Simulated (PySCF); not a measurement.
C$_{6}$H$_{16}$Si: NMR shielding calculation

- system: C$_{6}$H$_{16}$Si
- method: GIAO PBE0/pcSseg-1 NMR shielding, non-relativistic, gas phase (PySCF 2.14.0)

The geometry comes from this level: PBE0-D3(BJ)/def2-SVP. It belongs to a series of runs on one base structure; here: ligand (all three): Cl to Et. Figures and captions count atoms from 1; the log counts them from 0 in places.

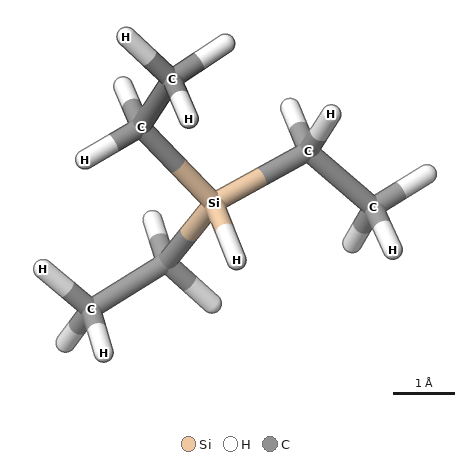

**Figure 1.** The structure (stick view, seen at a tilt). Bond lengths as drawn: C–C 1.53 Å, C–H 1.10 to 1.11 Å, C–Si 1.89 Å and H–Si 1.50 Å.

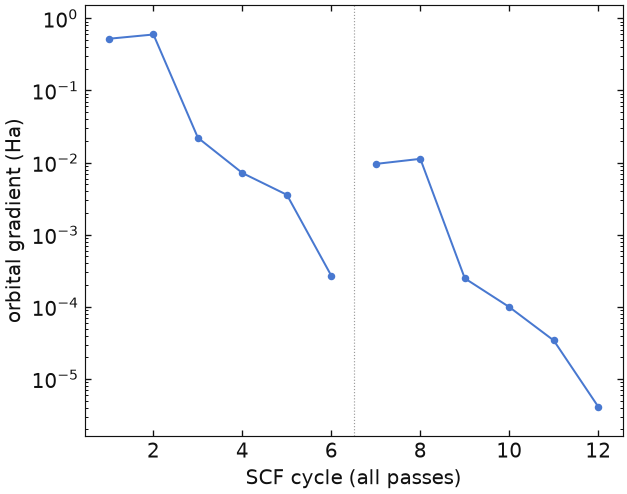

**Figure 2.** Convergence of the self-consistent field: orbital gradient against the SCF cycle. The dotted line marks the change from a coarse to the final integration grid. The first 6 cycles use a coarse grid, the final grid takes over at cycle 7, and the field converges after 12 cycles in all.

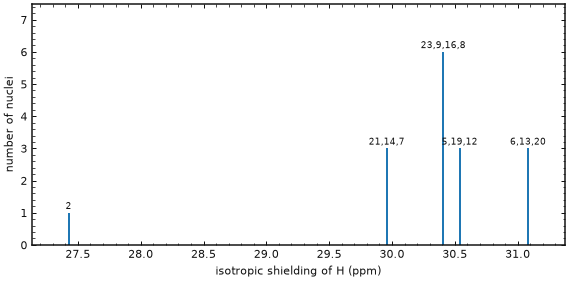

**Figure 3.** Isotropic shieldings of the hydrogen nuclei in this fixed geometry, labelled by atom number; shielding grows to the right, so chemical shift grows to the left. The least shielded is H2 (27.4 ppm), the most shielded H20 (31.1 ppm).

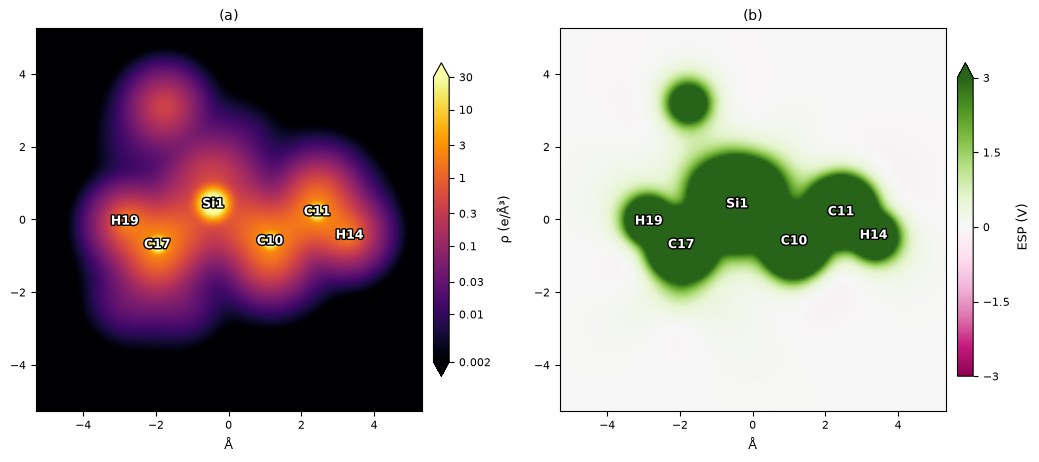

**Figure 4.** (a) electron density; (b) electrostatic potential on the plane of atoms Si1, C17 and H19. C–C (1.53 Å): ρ is about 1.6 e/Å³ halfway. C–Si (1.89 Å): ρ is about 0.94 e/Å³ halfway. C–H (1.10 Å): ρ is about 1.9 e/Å³ halfway. The potential has no marked negative region in this plane.

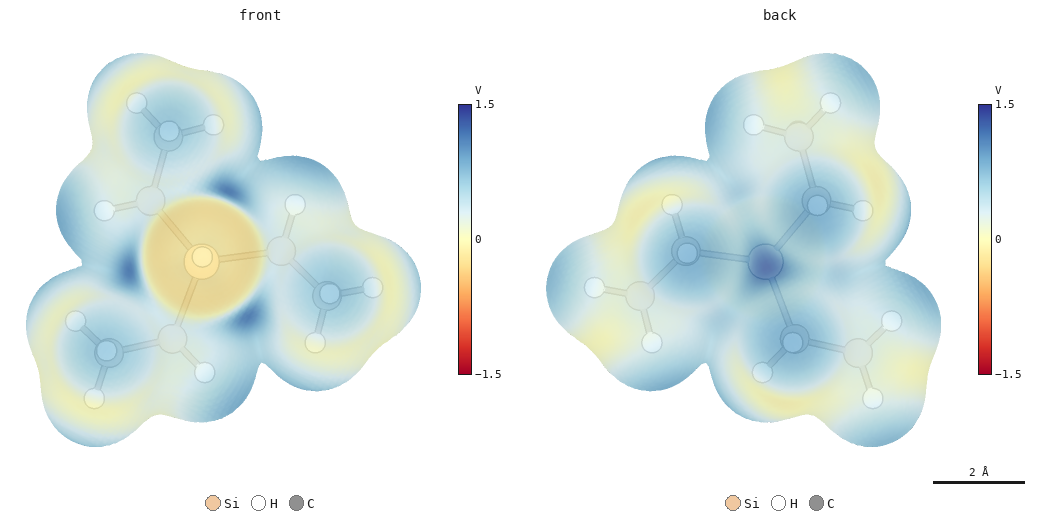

**Figure 5.** The electrostatic potential painted on the density surface at 0.004 e/bohr³, seen face on and from behind; the colour scale runs from red (negative) to blue (positive).

The input and output of the run follow.

The input
```
{"job": {"kind": "nmr", "xc": "PBE0", "basis": "pcSseg-1"}, "charge": 0, "multiplicity": 1}
Si    -0.006360    -0.002742     0.279066
H     -0.014691    -0.023503     1.783813
C      1.774906     0.240007    -0.307679
C      2.753657    -0.838289     0.149097
H      2.111094     1.231319     0.043802
H      1.759939     0.306181    -1.410620
H      3.776143    -0.647755    -0.213043
H      2.802467    -0.898216     1.248120
H      2.462631    -1.835746    -0.217056
C     -1.094494     1.428632    -0.306174
C     -0.674200     2.804532     0.203421
H     -2.131441     1.210205     0.002605
H     -1.105258     1.413098    -1.411128
H     -1.344265     3.600735    -0.158598
H     -0.682307     2.845347     1.304173
H      0.345093     3.067250    -0.121918
C     -0.692289    -1.650357    -0.344929
C     -2.101644    -1.981262     0.137926
H      0.011025    -2.444913    -0.039356
H     -0.657853    -1.633008    -1.449321
H     -2.447389    -2.958893    -0.234298
H     -2.153383    -2.013275     1.237877
H     -2.834150    -1.229709    -0.197520
```

The first line tells a small driver script what to run in PySCF; the rest is the geometry in Å.

Run as:
```bash
OMP_NUM_THREADS=2 python <driver script> task.json out
```

What the program printed
```
coarse grid: 18064 points
cycle   1  E = -527.2069036453  dE =  1.708e-01  |g| = 5.217e-01  |ddm| = 3.963e+00
cycle   2  E = -527.1867955973  dE =  2.011e-02  |g| = 5.974e-01  |ddm| = 9.608e-01
cycle   3  E = -527.2807067300  dE = -9.391e-02  |g| = 2.208e-02  |ddm| = 5.238e-01
cycle   4  E = -527.2808128085  dE = -1.061e-04  |g| = 7.170e-03  |ddm| = 3.097e-02
cycle   5  E = -527.2808229378  dE = -1.013e-05  |g| = 3.577e-03  |ddm| = 1.089e-02
cycle   6  E = -527.2808260413  dE = -3.104e-06  |g| = 2.692e-04  |ddm| = 2.935e-03
final grid: 165128 points
cycle   7  E = -527.3222257856  dE = -3.430e-05  |g| = 9.596e-03  |ddm| = 2.674e-02
cycle   8  E = -527.3222170960  dE =  8.690e-06  |g| = 1.128e-02  |ddm| = 1.684e-02
cycle   9  E = -527.3222499442  dE = -3.285e-05  |g| = 2.484e-04  |ddm| = 9.045e-03
cycle  10  E = -527.3222499523  dE = -8.055e-09  |g| = 9.943e-05  |ddm| = 2.574e-04
cycle  11  E = -527.3222499543  dE = -2.006e-09  |g| = 3.419e-05  |ddm| = 1.011e-04
cycle  12  E = -527.3222499546  dE = -2.758e-10  |g| = 4.127e-06  |ddm| = 3.079e-05
converged SCF energy = -527.3222499546

GIAO shielding tensors (ppm)
atom      isotropic    diamagn.    paramagn.     s11        s22        s33       span
  0 Si     351.616     884.311    -532.695    328.741    362.535    363.574     34.833
  1 H       27.426      32.581      -5.155     25.498     25.531     31.249      5.750
  2 C      179.113     256.475     -77.362    171.612    178.874    186.854     15.242
  3 C      174.459     245.324     -70.865    167.002    170.109    186.265     19.263
  4 H       30.534      33.345      -2.811     24.535     30.589     36.478     11.943
  5 H       31.079      33.899      -2.820     26.550     30.137     36.550     10.000
  6 H       29.967      27.382       2.585     24.632     27.282     37.986     13.354
  7 H       30.427      29.634       0.793     25.979     28.493     36.808     10.829
  8 H       30.390      30.377       0.012     24.992     30.260     35.918     10.925
  9 C      179.095     256.489     -77.393    171.677    178.765    186.844     15.167
 10 C      174.379     245.316     -70.937    166.750    170.098    186.289     19.539
 11 H       30.546      33.376      -2.830     24.532     30.614     36.491     11.959
 12 H       31.084      33.905      -2.821     26.597     30.108     36.546      9.949
 13 H       29.955      27.353       2.602     24.623     27.268     37.974     13.351
 14 H       30.429      29.630       0.799     25.971     28.514     36.801     10.830
 15 H       30.390      30.351       0.039     25.005     30.237     35.928     10.923
 16 C      179.245     256.502     -77.257    171.842    178.963    186.931     15.089
 17 C      174.364     245.337     -70.973    166.666    170.145    186.280     19.613
 18 H       30.537      33.375      -2.838     24.498     30.607     36.505     12.007
 19 H       31.085      33.904      -2.819     26.613     30.090     36.553      9.939
 20 H       29.953      27.357       2.596     24.619     27.267     37.972     13.353
 21 H       30.429      29.648       0.781     25.956     28.550     36.780     10.824
 22 H       30.383      30.336       0.048     25.019     30.189     35.943     10.925
```

Results in brief

```csv
quantity,value
outcome,converged
total energy,−527.322250 hartree
HOMO,−7.90 eV
LUMO,1.41 eV
dipole moment,0.62 D
"isotropic shielding, Si",351.6 ppm
"isotropic shielding, H",27.4 to 31.1 ppm
"isotropic shielding, C",174.4 to 179.2 ppm
hardware,"2 CPU threads, shared host"
wall time,21 s (CPU time 54 s)
peak memory,1.6 GiB
```
